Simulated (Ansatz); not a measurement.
```yaml
atoms:
  - { symbol: F, position_ang: [-1.2002, -0.3605, -0.7257] }
  - { symbol: N, position_ang: [1.4085, 0.1979, -0.6273] }
  - { symbol: Sb, position_ang: [-0.3614, 0.1569, 2.7601] }
  - { symbol: Si, position_ang: [0.0137, -0.0102, 0.2450] }
  - { symbol: H, position_ang: [2.3103, 0.4280, -0.2144] }
  - { symbol: H, position_ang: [1.4464, 0.1065, -1.6435] }
```

Geometry: PBE0-D3(BJ)/def2-SVP; core potentials replace the inner electrons of Sb.

Computed with isolated molecule in a Gaussian basis; Kohn-Sham density functional theory, functional PBE0 (Ansatz).

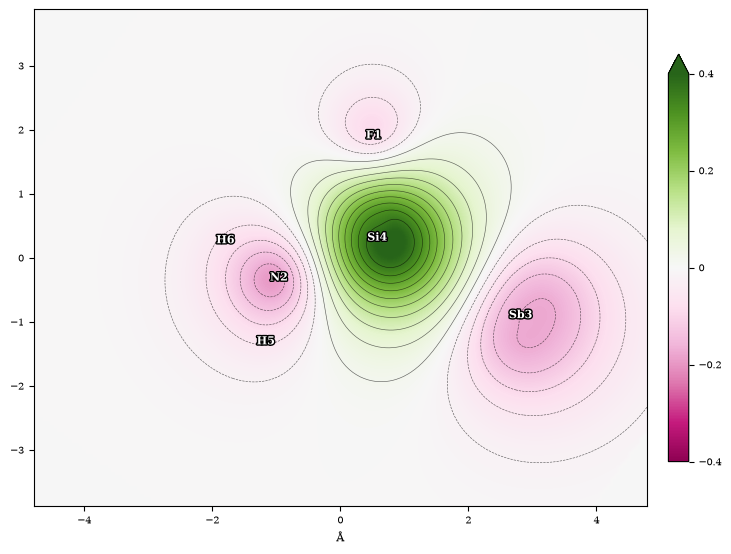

FH2NSbSi (charge +1, triplet). The LUMO (α) on a plane 0.8 Å above the molecular plane (values in Å⁻³ᐟ²; the overall sign is arbitrary).

> Describe this orbital and give its energy.

By Hirshfeld shares it lies mainly on Si4 (about 55 %), Sb3 (about 25 %) and N2 (about 10 %); it changes sign across the molecular plane (π type); π-antibonding (a node) across Sb3–Si4. Its energy is −6.66 eV.
